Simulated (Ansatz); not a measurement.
# Run report: AlGeH6OF, molecular dynamics (part 1 of 4)

The run: molecular dynamics of AlGeH6OF. Method and program: RKS PBE-D4/def2-SVP (Ansatz 0.2.0).

It belongs to a series of runs on one base structure; here: dynamics from the highest image of the converged band. Figures and captions count atoms from 1; the log counts them from 0 in places.

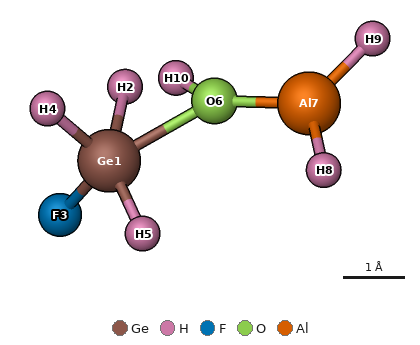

The input geometry (ball-and-stick view, seen at a tilt; atoms are numbered from 1 in the order of the input). Sticks mark near contacts. Bond lengths as drawn: Al–H 1.59 Å, Al–O 1.75 Å, F–Ge 1.78 Å, Ge–H 1.55 to 1.87 Å, Ge–O 2.03 Å and H–O 1.25 Å.

## Results in brief

```tsv
quantity	value
outcome	finished
mean temperature over the second half	1098 K
trajectory	200 steps, 100 fs
ensemble	nve
temperature in the input	100.0 K
time step	0.5 fs
potential energy (last step)	−67947.5917 eV
mean-field energy (last step)	−67947.4447 eV
largest force (length of the vector) (last step)	3.206 eV/Å
hardware	4 threads of Arm Neoverse V2, 24 GiB of memory available, shared host
wall time	3.1 min (CPU time 12 min)
peak memory	0.15 GiB
```

So short a trajectory is not equilibrated.

## Input
```yaml
crystal:
  periodic: [false, false, false]
  atoms:
    - { symbol: Ge, position_ang: [-0.019266, -0.077599, -0.081221] }
    - { symbol: H, position_ang: [-0.369082, 0.530074, 1.65086] }
    - { symbol: F, position_ang: [1.518154, -0.566633, 0.662785] }
    - { symbol: H, position_ang: [0.122176, 1.336403, -0.692068] }
    - { symbol: H, position_ang: [-0.142101, -1.23352, -1.114061] }
    - { symbol: O, position_ang: [-1.971396, -0.238492, 0.432803] }
    - { symbol: Al, position_ang: [-3.471027, -1.031878, 0.020789] }
    - { symbol: H, position_ang: [-3.500036, -1.874142, -1.331189] }
    - { symbol: H, position_ang: [-4.681208, -0.844624, 1.037266] }
    - { symbol: H, position_ang: [-1.305915, 0.262212, 1.358936] }
basis:
  gaussian: { orbitals: def2-SVP }
hamiltonian:
  xc: pbe
  dispersion: d4
md:
  timestep: 0.5
  n_steps: 200
  ensemble: nve
  temperature: 100.0
  initial_velocities: maxwell_boltzmann
  seed: 4953
```

Launch command:
```bash
ansatz run input.yaml --threads 4 --pin off --max-ram 5120MiB --backend cpu --events-out ev --progress --plain --runs-dir out
```

## What the program printed
```
Engine: ansatz 0.2.0, aarch64-unknown-linux-gnu
Functional definition: PBE
  parameter kappa = 0.804
  parameter beta = 0.06672455060314922
  exchange = pbe_x(kappa = kappa, mu = beta*pi^2/3)
  correlation = pbe_c(beta = beta)
1183 factors; their error is unknown
mean field evaluation 1: about -67938.0333 eV, gradient 6.9e1 eV
mean field evaluation 2: about -67863.6667 eV, gradient 1.9e2 eV
mean field evaluation 4: about -67945.6563 eV, gradient 2.0e1 eV
mean field evaluation 8: about -67946.3097 eV, gradient 3.6e-1 eV
mean field evaluation 16: about -67946.2434 eV, gradient 1.5e-3 eV
mean field -67946.24341827 eV, -2496.9783900035 hartree, gradient 3.3e-5 eV, S^2 0.000000; 0 other end points of the search recorded, 0 dependent functions left out
the calculation of the forces begins
reference -67946.24346248 eV, -2496.9783916282 hartree; 34, 34 occupied and 74, 74 virtual orbitals, 1183 factors
md step     0: t =     0.00 fs  T =   100.0 K  F+E_penalty+E_count = -67946.42343405 eV  E_kin = 0.103408 eV  conserved = -67946.32002605 eV  (29 SCF iters)
these checks for a lower state are left out or cut short: starts, cluster_reference, orbital_swaps, neighbouring_geometries, increment
1183 factors; their error is unknown
mean field -67946.24290495 eV, -2496.9783711393 hartree, gradient 6.3e-6 eV, S^2 0.000000; 0 other end points of the search recorded, 0 dependent functions left out
the calculation of the forces begins
reference -67946.24294912 eV, -2496.9783727626 hartree; 34, 34 occupied and 74, 74 virtual orbitals, 1183 factors
md step     1: t =     0.50 fs  T =    99.7 K  F+E_penalty+E_count = -67946.42311037 eV  E_kin = 0.103086 eV  conserved = -67946.32002468 eV  (31 SCF iters)
[... from here on the SCF iterations and repeated set-up lines of each step are left out, up to the last step ...]
md step     2: t =     1.00 fs  T =    99.0 K  F+E_penalty+E_count = -67946.42237087 eV  E_kin = 0.102355 eV  conserved = -67946.32001623 eV  (31 SCF iters)
md step     3: t =     1.50 fs  T =    98.0 K  F+E_penalty+E_count = -67946.42136410 eV  E_kin = 0.101362 eV  conserved = -67946.32000195 eV  (31 SCF iters)
md step     4: t =     2.00 fs  T =    97.0 K  F+E_penalty+E_count = -67946.42033701 eV  E_kin = 0.100354 eV  conserved = -67946.31998297 eV  (31 SCF iters)
md step     5: t =     2.50 fs  T =    96.4 K  F+E_penalty+E_count = -67946.41960859 eV  E_kin = 0.099647 eV  conserved = -67946.31996187 eV  (31 SCF iters)
md step     6: t =     3.00 fs  T =    96.3 K  F+E_penalty+E_count = -67946.41953336 eV  E_kin = 0.099592 eV  conserved = -67946.31994091 eV  (31 SCF iters)
md step     7: t =     3.50 fs  T =    97.2 K  F+E_penalty+E_count = -67946.42046519 eV  E_kin = 0.100543 eV  conserved = -67946.31992208 eV  (31 SCF iters)
md step     8: t =     4.00 fs  T =    99.4 K  F+E_penalty+E_count = -67946.42272434 eV  E_kin = 0.102817 eV  conserved = -67946.31990700 eV  (31 SCF iters)
md step     9: t =     4.50 fs  T =   103.2 K  F+E_penalty+E_count = -67946.42657106 eV  E_kin = 0.106674 eV  conserved = -67946.31989696 eV  (31 SCF iters)
md step    10: t =     5.00 fs  T =   108.6 K  F+E_penalty+E_count = -67946.43218705 eV  E_kin = 0.112294 eV  conserved = -67946.31989291 eV  (31 SCF iters)
md step    11: t =     5.50 fs  T =   115.8 K  F+E_penalty+E_count = -67946.43966521 eV  E_kin = 0.119770 eV  conserved = -67946.31989512 eV  (31 SCF iters)
md step    12: t =     6.00 fs  T =   124.9 K  F+E_penalty+E_count = -67946.44900973 eV  E_kin = 0.129107 eV  conserved = -67946.31990291 eV  (30 SCF iters)
md step    13: t =     6.50 fs  T =   135.6 K  F+E_penalty+E_count = -67946.46014979 eV  E_kin = 0.140235 eV  conserved = -67946.31991477 eV  (31 SCF iters)
md step    14: t =     7.00 fs  T =   148.0 K  F+E_penalty+E_count = -67946.47296693 eV  E_kin = 0.153039 eV  conserved = -67946.31992803 eV  (31 SCF iters)
md step    15: t =     7.50 fs  T =   161.9 K  F+E_penalty+E_count = -67946.48733546 eV  E_kin = 0.167396 eV  conserved = -67946.31993913 eV  (31 SCF iters)
md step    16: t =     8.00 fs  T =   177.2 K  F+E_penalty+E_count = -67946.50317073 eV  E_kin = 0.183225 eV  conserved = -67946.31994567 eV  (31 SCF iters)
md step    17: t =     8.50 fs  T =   193.9 K  F+E_penalty+E_count = -67946.52047018 eV  E_kin = 0.200525 eV  conserved = -67946.31994524 eV  (31 SCF iters)
md step    18: t =     9.00 fs  T =   212.2 K  F+E_penalty+E_count = -67946.53934026 eV  E_kin = 0.219402 eV  conserved = -67946.31993791 eV  (28 SCF iters)
md step    19: t =     9.50 fs  T =   232.2 K  F+E_penalty+E_count = -67946.55998918 eV  E_kin = 0.240063 eV  conserved = -67946.31992621 eV  (30 SCF iters)
md step    20: t =    10.00 fs  T =   254.1 K  F+E_penalty+E_count = -67946.58268093 eV  E_kin = 0.262766 eV  conserved = -67946.31991498 eV  (30 SCF iters)
md step    21: t =    10.50 fs  T =   278.3 K  F+E_penalty+E_count = -67946.60765622 eV  E_kin = 0.287747 eV  conserved = -67946.31990970 eV  (30 SCF iters)
md step    22: t =    11.00 fs  T =   304.7 K  F+E_penalty+E_count = -67946.63504650 eV  E_kin = 0.315133 eV  conserved = -67946.31991400 eV  (30 SCF iters)
md step    23: t =    11.50 fs  T =   333.5 K  F+E_penalty+E_count = -67946.66481824 eV  E_kin = 0.344890 eV  conserved = -67946.31992790 eV  (30 SCF iters)
md step    24: t =    12.00 fs  T =   364.4 K  F+E_penalty+E_count = -67946.69677525 eV  E_kin = 0.376828 eV  conserved = -67946.31994758 eV  (30 SCF iters)
md step    25: t =    12.50 fs  T =   397.1 K  F+E_penalty+E_count = -67946.73062049 eV  E_kin = 0.410652 eV  conserved = -67946.31996847 eV  (30 SCF iters, 3 dispersion substeps)
md step    26: t =    13.00 fs  T =   431.4 K  F+E_penalty+E_count = -67946.76603978 eV  E_kin = 0.446055 eV  conserved = -67946.31998482 eV  (30 SCF iters, 3 dispersion substeps)
md step    27: t =    13.50 fs  T =   466.9 K  F+E_penalty+E_count = -67946.80277192 eV  E_kin = 0.482776 eV  conserved = -67946.31999602 eV  (30 SCF iters, 3 dispersion substeps)
md step    28: t =    14.00 fs  T =   503.5 K  F+E_penalty+E_count = -67946.84062204 eV  E_kin = 0.520617 eV  conserved = -67946.32000471 eV  (30 SCF iters, 3 dispersion substeps)
md step    29: t =    14.50 fs  T =   541.0 K  F+E_penalty+E_count = -67946.87942408 eV  E_kin = 0.559408 eV  conserved = -67946.32001616 eV  (30 SCF iters, 3 dispersion substeps)
md step    30: t =    15.00 fs  T =   579.2 K  F+E_penalty+E_count = -67946.91897129 eV  E_kin = 0.598936 eV  conserved = -67946.32003543 eV  (30 SCF iters, 3 dispersion substeps)
md step    31: t =    15.50 fs  T =   617.8 K  F+E_penalty+E_count = -67946.95895064 eV  E_kin = 0.638886 eV  conserved = -67946.32006420 eV  (30 SCF iters, 3 dispersion substeps)
md step    32: t =    16.00 fs  T =   656.4 K  F+E_penalty+E_count = -67946.99891987 eV  E_kin = 0.678820 eV  conserved = -67946.32009937 eV  (30 SCF iters, 3 dispersion substeps)
md step    33: t =    16.50 fs  T =   694.5 K  F+E_penalty+E_count = -67947.03835288 eV  E_kin = 0.718220 eV  conserved = -67946.32013301 eV  (31 SCF iters, 3 dispersion substeps)
md step    34: t =    17.00 fs  T =   731.7 K  F+E_penalty+E_count = -67947.07675716 eV  E_kin = 0.756602 eV  conserved = -67946.32015475 eV  (32 SCF iters, 3 dispersion substeps)
md step    35: t =    17.50 fs  T =   767.5 K  F+E_penalty+E_count = -67947.11382566 eV  E_kin = 0.793669 eV  conserved = -67946.32015706 eV  (32 SCF iters, 3 dispersion substeps)
md step    36: t =    18.00 fs  T =   802.1 K  F+E_penalty+E_count = -67947.14954463 eV  E_kin = 0.829404 eV  conserved = -67946.32014102 eV  (31 SCF iters, 3 dispersion substeps)
md step    37: t =    18.50 fs  T =   835.6 K  F+E_penalty+E_count = -67947.18417441 eV  E_kin = 0.864058 eV  conserved = -67946.32011672 eV  (28 SCF iters, 3 dispersion substeps)
md step    38: t =    19.00 fs  T =   868.4 K  F+E_penalty+E_count = -67947.21808818 eV  E_kin = 0.897989 eV  conserved = -67946.32009954 eV  (31 SCF iters, 3 dispersion substeps)
md step    39: t =    19.50 fs  T =   900.7 K  F+E_penalty+E_count = -67947.25154381 eV  E_kin = 0.931444 eV  conserved = -67946.32009942 eV  (31 SCF iters, 3 dispersion substeps)
md step    40: t =    20.00 fs  T =   932.6 K  F+E_penalty+E_count = -67947.28453604 eV  E_kin = 0.964422 eV  conserved = -67946.32011447 eV  (30 SCF iters, 3 dispersion substeps)
md step    41: t =    20.50 fs  T =   963.8 K  F+E_penalty+E_count = -67947.31682619 eV  E_kin = 0.996693 eV  conserved = -67946.32013360 eV  (31 SCF iters, 3 dispersion substeps)
md step    42: t =    21.00 fs  T =   994.1 K  F+E_penalty+E_count = -67947.34811692 eV  E_kin = 1.027973 eV  conserved = -67946.32014378 eV  (30 SCF iters, 3 dispersion substeps)
md step    43: t =    21.50 fs  T =  1023.2 K  F+E_penalty+E_count = -67947.37824581 eV  E_kin = 1.058106 eV  conserved = -67946.32014024 eV  (29 SCF iters, 3 dispersion substeps)
md step    44: t =    22.00 fs  T =  1051.3 K  F+E_penalty+E_count = -67947.40726209 eV  E_kin = 1.087134 eV  conserved = -67946.32012837 eV  (29 SCF iters, 3 dispersion substeps)
md step    45: t =    22.50 fs  T =  1078.5 K  F+E_penalty+E_count = -67947.43534940 eV  E_kin = 1.115231 eV  conserved = -67946.32011846 eV  (29 SCF iters, 3 dispersion substeps)
md step    46: t =    23.00 fs  T =  1104.9 K  F+E_penalty+E_count = -67947.46265832 eV  E_kin = 1.142537 eV  conserved = -67946.32012144 eV  (29 SCF iters, 3 dispersion substeps)
md step    47: t =    23.50 fs  T =  1130.5 K  F+E_penalty+E_count = -67947.48914334 eV  E_kin = 1.169002 eV  conserved = -67946.32014157 eV  (29 SCF iters, 3 dispersion substeps)
md step    48: t =    24.00 fs  T =  1155.0 K  F+E_penalty+E_count = -67947.51449731 eV  E_kin = 1.194323 eV  conserved = -67946.32017433 eV  (29 SCF iters, 3 dispersion substeps)
md step    49: t =    24.50 fs  T =  1177.9 K  F+E_penalty+E_count = -67947.53822092 eV  E_kin = 1.218013 eV  conserved = -67946.32020816 eV  (29 SCF iters, 3 dispersion substeps)
md step    50: t =    25.00 fs  T =  1198.7 K  F+E_penalty+E_count = -67947.55980560 eV  E_kin = 1.239577 eV  conserved = -67946.32022828 eV  (29 SCF iters, 3 dispersion substeps)
md step    51: t =    25.50 fs  T =  1217.2 K  F+E_penalty+E_count = -67947.57895385 eV  E_kin = 1.258728 eV  conserved = -67946.32022564 eV  (29 SCF iters, 3 dispersion substeps)
md step    52: t =    26.00 fs  T =  1233.5 K  F+E_penalty+E_count = -67947.59571511 eV  E_kin = 1.275512 eV  conserved = -67946.32020322 eV  (29 SCF iters, 3 dispersion substeps)
md step    53: t =    26.50 fs  T =  1247.7 K  F+E_penalty+E_count = -67947.61044293 eV  E_kin = 1.290268 eV  conserved = -67946.32017515 eV  (30 SCF iters, 3 dispersion substeps)
md step    54: t =    27.00 fs  T =  1260.5 K  F+E_penalty+E_count = -67947.62358143 eV  E_kin = 1.303423 eV  conserved = -67946.32015858 eV  (30 SCF iters, 3 dispersion substeps)
md step    55: t =    27.50 fs  T =  1271.9 K  F+E_penalty+E_count = -67947.63540968 eV  E_kin = 1.315249 eV  conserved = -67946.32016113 eV  (30 SCF iters, 3 dispersion substeps)
md step    56: t =    28.00 fs  T =  1282.1 K  F+E_penalty+E_count = -67947.64592388 eV  E_kin = 1.325748 eV  conserved = -67946.32017627 eV  (28 SCF iters, 3 dispersion substeps)
md step    57: t =    28.50 fs  T =  1290.8 K  F+E_penalty+E_count = -67947.65493608 eV  E_kin = 1.334748 eV  conserved = -67946.32018820 eV  (30 SCF iters, 3 dispersion substeps)
md step    58: t =    29.00 fs  T =  1297.9 K  F+E_penalty+E_count = -67947.66230907 eV  E_kin = 1.342125 eV  conserved = -67946.32018405 eV  (30 SCF iters, 3 dispersion substeps)
md step    59: t =    29.50 fs  T =  1303.6 K  F+E_penalty+E_count = -67947.66815090 eV  E_kin = 1.347989 eV  conserved = -67946.32016188 eV  (31 SCF iters, 3 dispersion substeps)
md step    60: t =    30.00 fs  T =  1308.1 K  F+E_penalty+E_count = -67947.67284297 eV  E_kin = 1.352713 eV  conserved = -67946.32013045 eV  (30 SCF iters, 3 dispersion substeps)
md step    61: t =    30.50 fs  T =  1312.1 K  F+E_penalty+E_count = -67947.67690108 eV  E_kin = 1.356797 eV  conserved = -67946.32010421 eV  (30 SCF iters, 3 dispersion substeps)
md step    62: t =    31.00 fs  T =  1315.8 K  F+E_penalty+E_count = -67947.68076017 eV  E_kin = 1.360667 eV  conserved = -67946.32009363 eV  (30 SCF iters, 3 dispersion substeps)
md step    63: t =    31.50 fs  T =  1319.5 K  F+E_penalty+E_count = -67947.68460880 eV  E_kin = 1.364508 eV  conserved = -67946.32010085 eV  (30 SCF iters, 3 dispersion substeps)
md step    64: t =    32.00 fs  T =  1323.1 K  F+E_penalty+E_count = -67947.68835203 eV  E_kin = 1.368234 eV  conserved = -67946.32011851 eV  (30 SCF iters, 3 dispersion substeps)
md step    65: t =    32.50 fs  T =  1326.4 K  F+E_penalty+E_count = -67947.69172255 eV  E_kin = 1.371589 eV  conserved = -67946.32013339 eV  (31 SCF iters, 3 dispersion substeps)
md step    66: t =    33.00 fs  T =  1329.1 K  F+E_penalty+E_count = -67947.69448856 eV  E_kin = 1.374356 eV  conserved = -67946.32013246 eV  (30 SCF iters, 3 dispersion substeps)
md step    67: t =    33.50 fs  T =  1331.2 K  F+E_penalty+E_count = -67947.69665639 eV  E_kin = 1.376545 eV  conserved = -67946.32011122 eV  (30 SCF iters, 3 dispersion substeps)
md step    68: t =    34.00 fs  T =  1333.0 K  F+E_penalty+E_count = -67947.69854310 eV  E_kin = 1.378466 eV  conserved = -67946.32007702 eV  (30 SCF iters, 3 dispersion substeps)
md step    69: t =    34.50 fs  T =  1335.1 K  F+E_penalty+E_count = -67947.70065963 eV  E_kin = 1.380613 eV  conserved = -67946.32004694 eV  (30 SCF iters, 3 dispersion substeps)
md step    70: t =    35.00 fs  T =  1337.8 K  F+E_penalty+E_count = -67947.70345903 eV  E_kin = 1.383423 eV  conserved = -67946.32003554 eV  (30 SCF iters, 3 dispersion substeps)
md step    71: t =    35.50 fs  T =  1341.4 K  F+E_penalty+E_count = -67947.70711912 eV  E_kin = 1.387074 eV  conserved = -67946.32004515 eV  (30 SCF iters, 3 dispersion substeps)
md step    72: t =    36.00 fs  T =  1345.6 K  F+E_penalty+E_count = -67947.71151016 eV  E_kin = 1.391446 eV  conserved = -67946.32006408 eV  (30 SCF iters, 3 dispersion substeps)
md step    73: t =    36.50 fs  T =  1350.3 K  F+E_penalty+E_count = -67947.71636742 eV  E_kin = 1.396291 eV  conserved = -67946.32007628 eV  (29 SCF iters, 3 dispersion substeps)
md step    74: t =    37.00 fs  T =  1355.3 K  F+E_penalty+E_count = -67947.72153095 eV  E_kin = 1.401458 eV  conserved = -67946.32007291 eV  (30 SCF iters, 3 dispersion substeps)
md step    75: t =    37.50 fs  T =  1360.7 K  F+E_penalty+E_count = -67947.72707864 eV  E_kin = 1.407021 eV  conserved = -67946.32005752 eV  (28 SCF iters, 3 dispersion substeps)
md step    76: t =    38.00 fs  T =  1366.7 K  F+E_penalty+E_count = -67947.73327234 eV  E_kin = 1.413230 eV  conserved = -67946.32004258 eV  (31 SCF iters, 3 dispersion substeps)
md step    77: t =    38.50 fs  T =  1373.5 K  F+E_penalty+E_count = -67947.74036360 eV  E_kin = 1.420321 eV  conserved = -67946.32004215 eV  (30 SCF iters, 3 dispersion substeps)
md step    78: t =    39.00 fs  T =  1381.2 K  F+E_penalty+E_count = -67947.74837448 eV  E_kin = 1.428310 eV  conserved = -67946.32006456 eV  (30 SCF iters, 3 dispersion substeps)
md step    79: t =    39.50 fs  T =  1389.5 K  F+E_penalty+E_count = -67947.75696828 eV  E_kin = 1.436860 eV  conserved = -67946.32010833 eV  (30 SCF iters, 3 dispersion substeps)
md step    80: t =    40.00 fs  T =  1397.7 K  F+E_penalty+E_count = -67947.76547318 eV  E_kin = 1.445311 eV  conserved = -67946.32016248 eV  (30 SCF iters, 3 dispersion substeps)
md step    81: t =    40.50 fs  T =  1405.0 K  F+E_penalty+E_count = -67947.77305185 eV  E_kin = 1.452840 eV  conserved = -67946.32021227 eV  (30 SCF iters, 3 dispersion substeps)
md step    82: t =    41.00 fs  T =  1410.6 K  F+E_penalty+E_count = -67947.77893761 eV  E_kin = 1.458693 eV  conserved = -67946.32024473 eV  (30 SCF iters, 3 dispersion substeps)
md step    83: t =    41.50 fs  T =  1414.2 K  F+E_penalty+E_count = -67947.78262652 eV  E_kin = 1.462368 eV  conserved = -67946.32025823 eV  (30 SCF iters, 3 dispersion substeps)
md step    84: t =    42.00 fs  T =  1415.4 K  F+E_penalty+E_count = -67947.78390867 eV  E_kin = 1.463646 eV  conserved = -67946.32026256 eV  (30 SCF iters, 3 dispersion substeps)
md step    85: t =    42.50 fs  T =  1414.3 K  F+E_penalty+E_count = -67947.78272310 eV  E_kin = 1.462451 eV  conserved = -67946.32027237 eV  (29 SCF iters, 3 dispersion substeps)
md step    86: t =    43.00 fs  T =  1410.6 K  F+E_penalty+E_count = -67947.77894269 eV  E_kin = 1.458648 eV  conserved = -67946.32029493 eV  (29 SCF iters, 3 dispersion substeps)
md step    87: t =    43.50 fs  T =  1404.1 K  F+E_penalty+E_count = -67947.77226675 eV  E_kin = 1.451943 eV  conserved = -67946.32032355 eV  (29 SCF iters, 3 dispersion substeps)
md step    88: t =    44.00 fs  T =  1394.5 K  F+E_penalty+E_count = -67947.76232249 eV  E_kin = 1.441982 eV  conserved = -67946.32034097 eV  (29 SCF iters, 3 dispersion substeps)
md step    89: t =    44.50 fs  T =  1381.5 K  F+E_penalty+E_count = -67947.74891909 eV  E_kin = 1.428587 eV  conserved = -67946.32033168 eV  (29 SCF iters, 3 dispersion substeps)
md step    90: t =    45.00 fs  T =  1365.5 K  F+E_penalty+E_count = -67947.73227993 eV  E_kin = 1.411989 eV  conserved = -67946.32029127 eV  (29 SCF iters, 3 dispersion substeps)
md step    91: t =    45.50 fs  T =  1347.0 K  F+E_penalty+E_count = -67947.71310750 eV  E_kin = 1.392879 eV  conserved = -67946.32022803 eV  (28 SCF iters, 3 dispersion substeps)
md step    92: t =    46.00 fs  T =  1327.1 K  F+E_penalty+E_count = -67947.69245288 eV  E_kin = 1.372296 eV  conserved = -67946.32015731 eV  (28 SCF iters, 3 dispersion substeps)
md step    93: t =    46.50 fs  T =  1306.8 K  F+E_penalty+E_count = -67947.67147473 eV  E_kin = 1.351381 eV  conserved = -67946.32009358 eV  (29 SCF iters, 3 dispersion substeps)
md step    94: t =    47.00 fs  T =  1287.3 K  F+E_penalty+E_count = -67947.65121140 eV  E_kin = 1.331167 eV  conserved = -67946.32004410 eV  (28 SCF iters, 3 dispersion substeps)
md step    95: t =    47.50 fs  T =  1269.2 K  F+E_penalty+E_count = -67947.63246396 eV  E_kin = 1.312457 eV  conserved = -67946.32000741 eV  (27 SCF iters, 3 dispersion substeps)
md step    96: t =    48.00 fs  T =  1253.1 K  F+E_penalty+E_count = -67947.61582351 eV  E_kin = 1.295849 eV  conserved = -67946.31997430 eV  (28 SCF iters, 3 dispersion substeps)
md step    97: t =    48.50 fs  T =  1239.6 K  F+E_penalty+E_count = -67947.60181152 eV  E_kin = 1.281877 eV  conserved = -67946.31993483 eV  (29 SCF iters, 3 dispersion substeps)
md step    98: t =    49.00 fs  T =  1229.3 K  F+E_penalty+E_count = -67947.59103302 eV  E_kin = 1.271147 eV  conserved = -67946.31988634 eV  (29 SCF iters, 3 dispersion substeps)
md step    99: t =    49.50 fs  T =  1222.7 K  F+E_penalty+E_count = -67947.58422183 eV  E_kin = 1.264384 eV  conserved = -67946.31983814 eV  (29 SCF iters, 3 dispersion substeps)
```
